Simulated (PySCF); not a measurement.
C3H6OS, SMILES `O=S1CCC1`.

Method: PBE0/def2-SVPD; geometry: GFN2-xTB; program: PySCF. No frequency check shows the geometry to be a minimum. GFN2-xTB bond lengths at metals and heavier atoms can be off by up to 0.1 Å and shapes distorted, which carries into these values.

Input script:

```python
import numpy as np
from pyscf import gto, scf, dft
from pyscf.scf import atom_ks, atom_hf
from scipy.linalg import block_diag

def solve(mol, dm0=None, hcore=None):
    mf = (dft.UKS if mol.spin else dft.RKS)(mol, xc='pbe0')
    mf.grids.level = 3
    mf = mf.density_fit(auxbasis='def2-universal-jkfit')
    mf.conv_tol, mf.max_cycle = 1e-8, 80
    if hcore is not None:
        mf.get_hcore = lambda *args: hcore
    mf.kernel(dm0)
    if not mf.converged:
        mf = mf.newton().run(mf.mo_coeff, mf.mo_occ, max_cycle=30)
    assert mf.converged, 'SCF not converged'
    return mf

mol = gto.M(atom='''
O     -1.78688    -0.00041    -0.50476
S     -0.69253     0.00070     0.45967
C      0.66996     1.13454    -0.13381
C      1.68673    -0.00038    -0.07275
C      0.66896    -1.13503    -0.13308
H      0.43755     1.45377    -1.14571
H      0.85489     1.99415     0.50316
H      2.42408    -0.00114    -0.87592
H      2.21555    -0.00041     0.87995
H      0.43628    -1.45471    -1.14476
H      0.85315    -1.99439     0.50446
''', basis='def2-svpd', charge=0, spin=0, verbose=4)
mf = solve(mol)
mf.analyze()
# spherically averaged free atoms, for the promolecule
atm = atom_ks.get_atm_nrks(mol, xc='pbe0')
pro = block_diag(*[(atm[a[0]][2] * atm[a[0]][3]) @ atm[a[0]][2].T for a in mol._atom])
np.savez('result.npz', e=mf.e_tot, c=mf.mo_coeff, occ=mf.mo_occ, eps=mf.mo_energy, pro=pro, dip=mf.dip_moment(verbose=0), s2=mf.spin_square()[0])
```

Launched as:

```sh
OMP_NUM_THREADS=1 python input.py
```

The run took 20 s on 1 thread of Arm Neoverse V2, on a shared host, peak memory 0.61 GiB.

Partitions, critical points and surface values were worked out afterwards from this run's density.

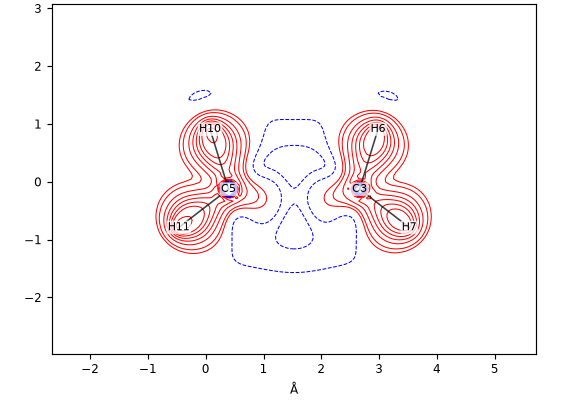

Deformation density (molecule less spherical, spin-averaged free atoms) in the plane of C3, C5, H6, H7, H10 and H11; contours at ±0.05 to ±0.8 e/Å³; solid red lines: gain, dashed blue lines: loss.

How much density has each bond in this plane gained at its critical point, relative to the free atoms?

Answer. C3–H7 and C5–H11: +0.71 e/Å³ at the bond critical point (bond length 1.09 Å). C5–H10 and C3–H6: +0.70 e/Å³ at the bond critical point (bond length 1.09 Å). In all, 2.6 electrons gather in the regions of gain relative to the promolecule.
